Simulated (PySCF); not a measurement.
# BBr (Boron Monobromide): the cost of one run

Computed with PySCF 2.14.0 and routines of our own; the level stands in each step. Atoms count from 0.

### 1 The starting structure

2 atoms, charge 0, multiplicity 1; geometry from: GFN2-xTB.

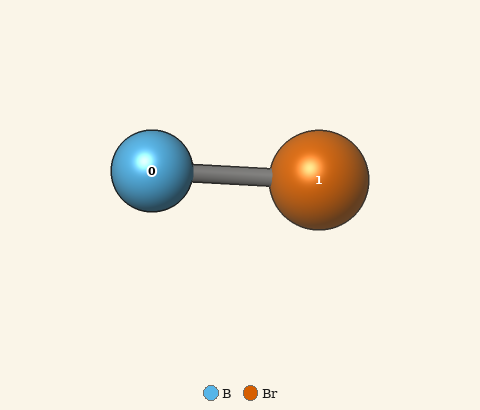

The starting geometry (boron blue, bromine orange).

### 2 Geometry optimisation at PBE0-D3(BJ)/def2-SVP

What the job is given:

```
{"job": {"xc": "PBE0", "basis": "def2-SVP", "d3": "d3bj", "grid": 1, "maxiter": 30, "shake": 0.01, "kind": "geom"}, "charge": 0, "multiplicity": 1}
B      0.905700    -0.028170     0.001000
Br    -0.888210    -0.000650    -0.013120
```

Run with:

```sh
$ OMP_NUM_THREADS=1 python heavy_run.py task.json out
```

One launch serves the whole session: the jobs run in the order shown.

**Question.** How long does this first job take on 1 thread of Arm Neoverse V2, shared host, and how much memory does it need?

About 2.4 s, with a peak of 0.25 GiB.
